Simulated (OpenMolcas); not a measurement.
**C2HF2 (SMILES [CH]=C(F)F) at 6 levels**

Wanted: a comparison of 6 runs (UB3LYP/6-31G*, U-revPBE/aug-cc-pVDZ, UBHLYP/aug-cc-pVDZ, UBLYP/aug-cc-pVDZ, USVWN5/aug-cc-pVDZ, UTPSS/aug-cc-pVDZ) of C2HF2. 

The results are computed with OpenMolcas 26.06.

## Step 1: The structure to begin with

C2HF2: 5 atoms, total charge 0, spin state doublet. SMILES: `[CH]=C(F)F`. The coordinates come from a PBE0-D4/def2-TZVP relaxation.

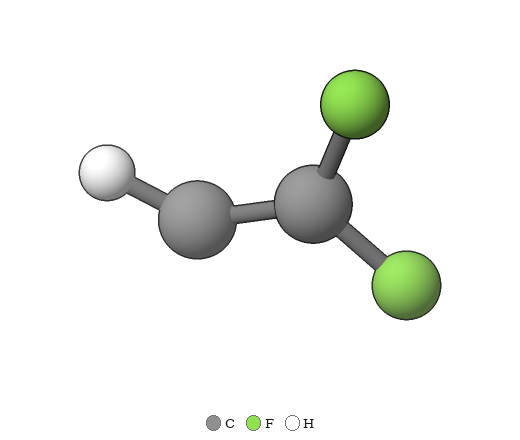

The structure, seen from a chosen angle (carbon grey, fluorine green, hydrogen white).

## Step 2: Energy and forces at UB3LYP/6-31G(d) (spherical functions) (run 1)

The input, run.input:

```
* C2HF2 Kohn-Sham DFT

&GATEWAY
 BasLib=$CurrDir
 Coord
 5
 angstrom
 C       -0.028200       0.912700      -0.014900
 C        0.163600      -0.366100       0.124600
 F        1.043800      -0.911700       0.932500
 F       -0.492600      -1.313200      -0.520300
 H       -0.636600       1.604500      -0.563400
 Basis=6-31Gs
 Group=NoSym

&SEWARD
 GridInput
 Grid=UltraFine
 End of Grid

&SCF
 UHF
 Spin=2
 KSDFT=B3LYP
 Thresholds=1e-10 1e-07 1e-07 1e-05
 PrOrbitals=1

&ALASKA
```

The basis set 6-31G* is read from a file made from the Basis Set Exchange's data (not shown).

The run is started by

```
$ export MOLCAS_MEM=1860
$ pymolcas run.input > run.log
```

The log of the run:

```text
--- Start Module: gateway ---
[...]
--- Stop Module: gateway /rc=_RC_ALL_IS_WELL_ ---
[...]
      Basis functions           58
[...]
--- Start Module: scf ---
[...]
       Convergence after  16 Iterations
[...]
::    Total KS-DFT energy                            -276.3585975611
[...]
      Total spin, S                                     0.5043259080
[...]
      Total electronic charge=   31.000000
      Total            charge=   -0.000000
[...]
      Dipole Moment (debye):
      Origin of the operator (angstrom)=    0.1818   -0.5411    0.1362
                   X= -5.2560E-01               Y=  8.1428E-01               Z= -4.6706E-01           Total=  1.0759E+00
      Quadrupole Moment (debye*angstrom):
[...]
--- Stop Module: scf /rc=_RC_ALL_IS_WELL_ ---
[...]
--- Start Module: alaska ---
[...]
 *              Molecular gradients               *
 **************************************************
  Irreducible representation: a
 ------------------------------------------------------------------------------------------
                              X                       Y                       Z
 ------------------------------------------------------------------------------------------
  C1                1.01074943898216E-04   -9.67872393187719E-03   -2.08938462000041E-04
  C2                1.25484163089229E-03   -3.51780373041577E-03    1.06117546554316E-03
  F3               -9.56521182598102E-03    4.79022148476460E-03   -8.81366567724484E-03
  F4                7.14729489496513E-03    9.20551000874426E-03    6.99074852354187E-03
  H5                1.06200035624360E-03   -7.99203831192585E-04    9.70680150141012E-04
 ------------------------------------------------------------------------------------------
--- Stop Module: alaska /rc=_RC_ALL_IS_WELL_ ---
[...]
```

Wall time 21 s (1 thread of Arm Neoverse V1, shared host); peak memory 0.39 GiB.

## Step 3: Energy and forces at U-revPBE/aug-cc-pVDZ (run 2)

The input, calc.inp:

```
&GATEWAY
  BasLib=$CurrDir
  Coord
  5
  angstrom
  C       -0.028200       0.912700      -0.014900
  C        0.163600      -0.366100       0.124600
  F        1.043800      -0.911700       0.932500
  F       -0.492600      -1.313200      -0.520300
  H       -0.636600       1.604500      -0.563400
  Basis=aug-cc-pVDZ
  Group=NoSym

&SEWARD
  GridInput
  Grid=UltraFine
  End of Grid

&SCF
  UHF
  Spin=2
  KSDFT=revPBE
  Thresholds=1e-10 1e-07 1e-07 1e-05
  PrOrbitals=1 2

&ALASKA
```

The basis set aug-cc-pVDZ is read from a file made from the Basis Set Exchange's data (not shown).

The run is started by

```
$ export MOLCAS_MEM=1860
$ pymolcas calc.inp > calc.log
```

The log of the run:

```text
--- Start Module: gateway ---
[...]
--- Stop Module: gateway /rc=_RC_ALL_IS_WELL_ ---
[...]
      Basis functions          101
[...]
--- Start Module: scf ---
[...]
       Convergence after  16 Iterations
[...]
::    Total KS-DFT energy                            -276.3267031472
[...]
      Total spin, S                                     0.5038798738
[...]
      Total electronic charge=   31.000000
      Total            charge=   -0.000000
[...]
      Dipole Moment (debye):
      Origin of the operator (angstrom)=    0.1818   -0.5411    0.1362
                   X= -5.2508E-01               Y=  8.2956E-01               Z= -4.6607E-01           Total=  1.0868E+00
      Quadrupole Moment (debye*angstrom):
[...]
--- Stop Module: scf /rc=_RC_ALL_IS_WELL_ ---
[...]
--- Start Module: alaska ---
[...]
 *              Molecular gradients               *
 **************************************************
  Irreducible representation: a
 ------------------------------------------------------------------------------------------
                              X                       Y                       Z
 ------------------------------------------------------------------------------------------
  C1               -1.04209067103345E-03   -2.21713611386374E-02   -1.67413990468712E-03
  C2                4.97207088848151E-04   -5.00146291926562E-03    3.05138257427506E-04
  F3               -2.13449841861610E-02    1.24228884788549E-02   -1.96154544266971E-02
  F4                1.60643982426176E-02    2.21817221986917E-02    1.57575895719919E-02
  H5                5.82546952574781E-03   -7.43178661970489E-03    5.22686650196258E-03
 ------------------------------------------------------------------------------------------
--- Stop Module: alaska /rc=_RC_ALL_IS_WELL_ ---
[...]
```

Run time: 52 s. Hardware: 1 thread of Arm Neoverse V1, shared host; peak memory 0.57 GiB.

Runs 3 to 5 aren't shown in full; the table further down has their settings and results.

## Step 4: The energy at UTPSS/aug-cc-pVDZ (run 6)

The input, calc.input:

```
* C2HF2 Kohn-Sham DFT

&gateway
  baslib
  $CurrDir
  coord
  5
  angstrom
  C       -0.028200       0.912700      -0.014900
  C        0.163600      -0.366100       0.124600
  F        1.043800      -0.911700       0.932500
  F       -0.492600      -1.313200      -0.520300
  H       -0.636600       1.604500      -0.563400
  basis
  aug-cc-pVDZ
  group
  NoSym

&seward
  gridinput
  Grid=UltraFine
  End of Grid

&scf
  uhf
  spin
  2
  ksdft
  2
  1.0 MGGA_X_TPSS
  1.0 MGGA_C_TPSS
  thresholds
  1e-10 1e-07 1e-07 1e-05
  prorbitals
  0
```

The basis set aug-cc-pVDZ is read from a file made from the Basis Set Exchange's data (not shown).

The run is started by

```
$ export MOLCAS_MEM=1860
$ pymolcas calc.input > calc.log
```

The log of the run:

```text
--- Start Module: gateway ---
[...]
--- Stop Module: gateway /rc=_RC_ALL_IS_WELL_ ---
--- Start Module: seward ---
[...]
      Basis functions          101
--- Stop Module: seward /rc=_RC_ALL_IS_WELL_ ---
[...]
--- Start Module: scf ---
[...]
       Convergence after  16 Iterations
[...]
::    Total KS-DFT energy                            -276.4399146759
[...]
      Total spin, S                                     0.5052805532
[...]
      Total electronic charge=   31.000000
      Total            charge=   -0.000000
[...]
      Dipole Moment (debye):
      Origin of the operator (angstrom)=    0.1818   -0.5411    0.1362
                   X= -5.4417E-01               Y=  9.2758E-01               Z= -4.8088E-01           Total=  1.1780E+00
      Quadrupole Moment (debye*angstrom):
[...]
--- Stop Module: scf /rc=_RC_ALL_IS_WELL_ ---
[...]
```

Wall time 74 s (1 thread of Arm Neoverse V1, shared host); peak memory 0.57 GiB.

## Step 5: All runs side by side

| run | level | task | energy (Eh) | dipole moment (D) | HOMO energy (eV) | LUMO energy (eV) | wall time |
| --- | --- | --- | --- | --- | --- | --- | --- |
| 1 | UB3LYP/6-31G* (spherical functions) | gradient | -276.358598 | 1.08 | -7.13 | -3.02 | 21 s |
| 2 | U-revPBE/aug-cc-pVDZ | gradient | -276.326703 | 1.09 | -6.46 | -4.24 | 52 s |
| 3 | UBHLYP/aug-cc-pVDZ | gradient | -276.288031 | 1.46 | -9.09 | -2.07 | 56 s |
| 4 | UBLYP/aug-cc-pVDZ | gradient | -276.367852 | 1.14 | -6.45 | -4.49 | 52 s |
| 5 | USVWN5/aug-cc-pVDZ | gradient | -274.434879 | 1.16 | -6.70 | -5.05 | 38 s |
| 6 | UTPSS/aug-cc-pVDZ | energy | -276.439915 | 1.18 | -6.53 | -4.13 | 74 s |

## Step 6: Outcome

| quantity | value |
| --- | --- |
| run 6: total energy | -276.43991 Eh |
| run 6: dipole moment | 1.18 D |
| run 6: HOMO energy (highest over α and β) | -6.53 eV |
| run 6: LUMO energy (lowest over α and β) | -4.13 eV |
| run 6: ⟨S²⟩ | 0.761 |

The dipole moment (its size) runs from 1.08 D (UB3LYP/6-31G*) to 1.46 D (UBHLYP/aug-cc-pVDZ). The two ends differ in method and basis. Totals of different functionals can't be ranked against each other. All runs together took 4.9 min, the longest 74 s.
